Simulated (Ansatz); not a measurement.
# C₂H₉NOSi₂ (SMILES C[SiH]1[SiH2]C1(N)O): what the fields show

Input

```
crystal:
  periodic: [false, false, false]
  atoms:
    - { symbol: C, position_ang: [-0.0344, -2.2282, -0.2819] }
    - { symbol: Si, position_ang: [0.022, -0.7746, 0.8473] }
    - { symbol: Si, position_ang: [-1.96922, 0.27015, 0.98903] }
    - { symbol: C, position_ang: [-1.13368, -0.60216, 2.26842] }
    - { symbol: "N", position_ang: [-1.70796, -1.88741, 2.83068] }
    - { symbol: O, position_ang: [-0.60703, 0.151, 3.41407] }
    - { symbol: H, position_ang: [-0.0509, -1.8756, -1.3411] }
    - { symbol: H, position_ang: [0.7915, -2.8603, -0.1637] }
    - { symbol: H, position_ang: [-0.9985, -2.7383, -0.0908] }
    - { symbol: H, position_ang: [1.21125, 0.15549, 0.75574] }
    - { symbol: H, position_ang: [-1.98162, 1.78243, 1.1686] }
    - { symbol: H, position_ang: [-3.18429, -0.40149, 0.47425] }
    - { symbol: H, position_ang: [-2.20085, -2.43327, 2.17672] }
    - { symbol: H, position_ang: [-2.38747, -1.62662, 3.56081] }
    - { symbol: H, position_ang: [-0.10084, -0.42595, 4.01707] }
basis:
  gaussian: { orbitals: "6-31G" }
hamiltonian:
  xc: revpbe
  dispersion: d4
relax:
  f_tol: 0.015
  max_steps: 40
output:
  orbitals: {}
```

Command:

```sh
ansatz run input.yaml --threads 1 --pin off --max-ram 2048MiB --backend cpu --events-out ev --progress --plain --runs-dir out
```

The fields are those of the relaxed geometry.

Level of theory: RKS revPBE-D4/6-31G (Ansatz 0.2.0).

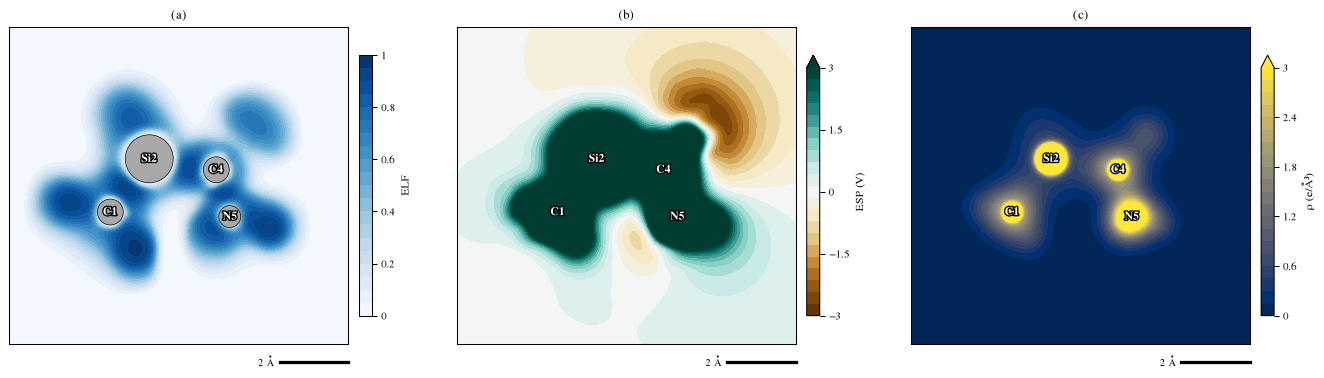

Figure 1. (a) electron localisation function; (b) electrostatic potential; (c) total electron density on the plane of atoms C1, Si2 and C4. Grey discs cover the atomic cores in the ELF map.

### What do the fields say about this system?

The plane passes through C, Si and N nuclei. C–N (1.42 Å): the density is about 1.9 e/Å³ at the midpoint; the ELF peaks at about 0.90 between the atoms: a covalent bond. C–Si (1.92 Å): ρ is about 0.77 e/Å³ halfway; the ELF peaks at about 0.95 between the atoms; localised, covalent bonding. C–Si (1.98 Å): the density is about 0.71 e/Å³ at the midpoint; the ELF peaks at about 0.90 between the atoms, as expected for localised, covalent bonding. Outside the dense part of the molecule the potential is most negative (−2.7 V) near O6, which lies off the plane.

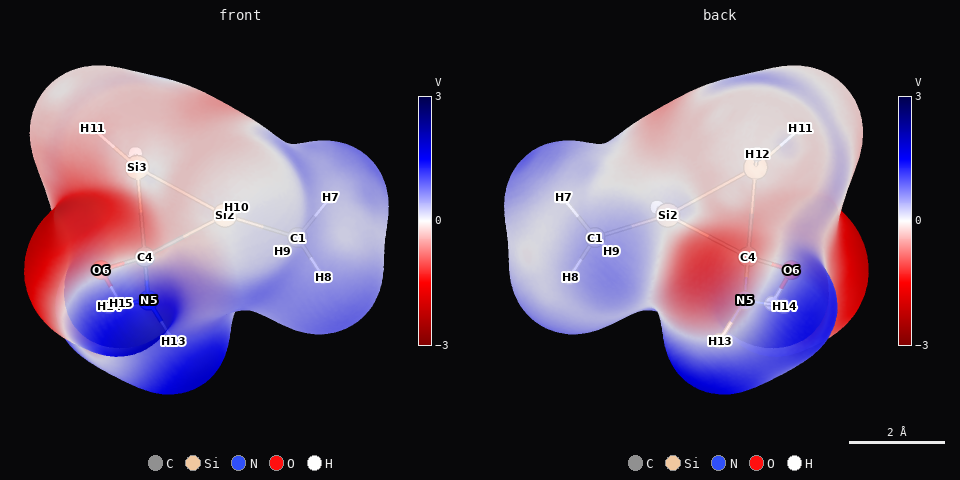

Figure 2. The molecular electrostatic potential painted on the density surface at 0.002 e/bohr³, seen from the front and from behind; the colour scale runs from red (negative) to blue (positive).

### Which sites attract a positive test charge, and which a negative one?

A positive charge is drawn to the negative regions and a negative charge to the positive ones. The most negative region (about −2.1 V) lies over O6, the most positive (about +1.9 V) over H15. O6 is the likeliest acceptor of a hydrogen bond.

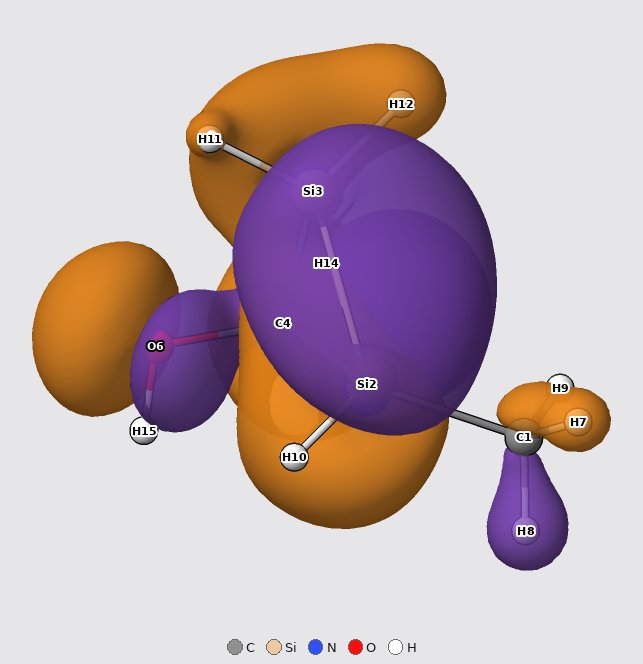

Figure 3. One frontier orbital at ±0.06 Å⁻³ᐟ² (orange and purple are the two phases), seen at an oblique angle.

### Which orbital is it: HOMO or LUMO?

The HOMO, at −5.06 eV. By Hirshfeld shares it lies mainly on N5 (about 25 %), Si2 (about 20 %), O6 (about 15 %), Si3 (about 15 %) and C4 (about 10 %).
